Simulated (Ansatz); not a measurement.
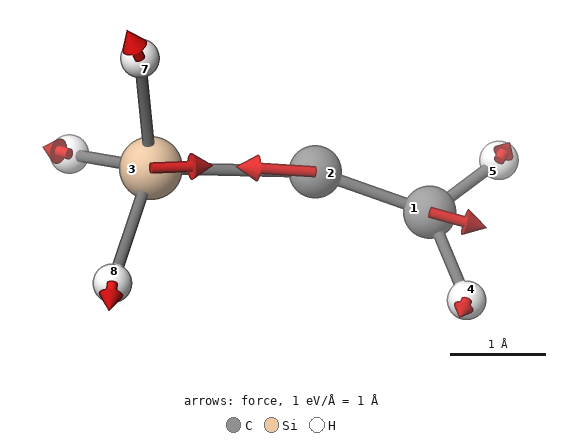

Starting geometry of C₂H₅Si (multiplicity 2) with the computed forces as red arrows. A ball-and-stick model, seen at a tilt.

The calculation used UKS PBE0-D4/def2-TZVP in Ansatz. Settings: force threshold 0.005 eV/Å; at most 200 steps.

### What follows when this structure is relaxed?

It isn't relaxed: the largest force vector, on a C atom, is 0.88 eV/Å. The final displacements have little in common with the starting forces (cosine between the two patterns 0.28). An H atom moves most after the best rigid fit: 0.072 Å. Largest moves by element: H 0.072 Å, Si 0.020 Å, C 0.018 Å. Some distances before and after: H–Si 1.465 → 1.485 Å, C–Si 1.829 → 1.814 Å, C–C 1.291 → 1.301 Å, C–H 1.089 → 1.094 Å. Among the angles between lasting bonds that change: H–C–H 113.4° → 115.4°. Over 6 geometry steps the energy falls by 2.59 kJ/mol. Largest force component: 0.59 eV/Å at the start, 0.0041 eV/Å at the end.
